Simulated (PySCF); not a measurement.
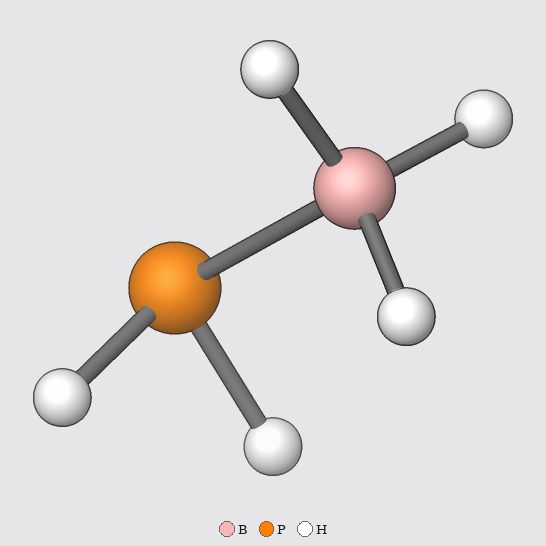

Ball-and-stick drawing of a structure.

Charge −1, singlet. The geometry was computed by an optimisation with GFN2-xTB. No frequency run is at hand to confirm it as a minimum.

Identify the structure.

It has 7 atoms: 1 boron, 5 hydrogen and 1 phosphorus (BH5P(-)). SMILES: `[BH3-]P`. It has no ring. Among its groups: B–H bond. This geometry has Cs symmetry. Coordination: 1 B tetrahedral; 1 P trigonal pyramidal.

The parts below concern this one geometry. Atoms keep their numbers from picture to picture.

### NMR shielding

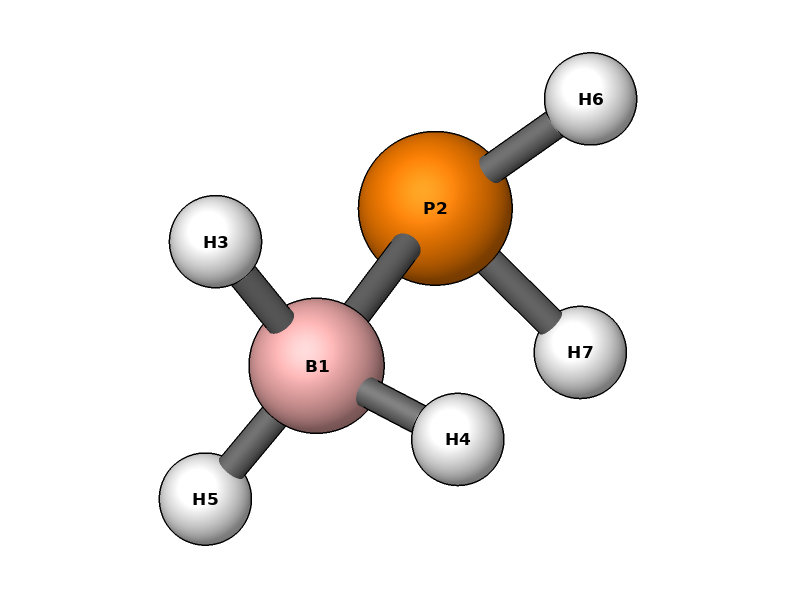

No frequency run is at hand to confirm it as a minimum. Level of theory: GIAO PBE0/pcSseg-1 NMR shielding, non-relativistic, gas phase (PySCF 2.14.0). Principal shieldings σ11 ≤ σ22 ≤ σ33, span Ω = σ33 − σ11, skew κ = 3(σiso − σ22)/Ω.

Give the shielding tensors of the P atoms.

| atom | σ11 | σ22 | σ33 | σiso | Ω | κ |
| --- | --- | --- | --- | --- | --- | --- |
| P2 | 423.8 | 610.9 | 671.9 | 568.9 | 248.1 | −0.51 |

Shieldings and span in ppm.

### Electronic properties

No frequency run is at hand to confirm it as a minimum. Properties computed with PBE0/def2-SVPD, gas phase (PySCF 2.14.0).

What is the HOMO energy (Kohn–Sham orbital)?

Answer. −1.06 eV.

Give the mean static polarisability at this level.

Answer. 61.4 bohr³.

### Bond orders

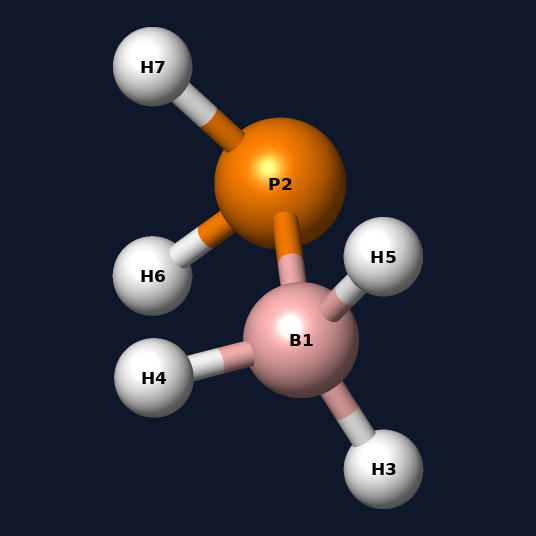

Every bond is drawn as one stick. No frequency run is at hand to confirm it as a minimum. Level of theory: PBE0/pcSseg-1 (PySCF 2.14.0).

List the Mayer bond orders of B1–P2, B1–H4, B1–H3, P2–H6 (one bond of each equivalent set).

| bond | Mayer order | length (Å) |
| --- | --- | --- |
| B1–P2 | 0.92 | 1.993 |
| B1–H4 | 0.96 | 1.210 |
| B1–H3 | 0.96 | 1.212 |
| P2–H6 | 0.94 | 1.386 |

The geometry is semi-empirical. Around B, P such bond lengths and angles can be off by a tenth of an ångström or more and by several degrees, and values that hang on the shape move with them.
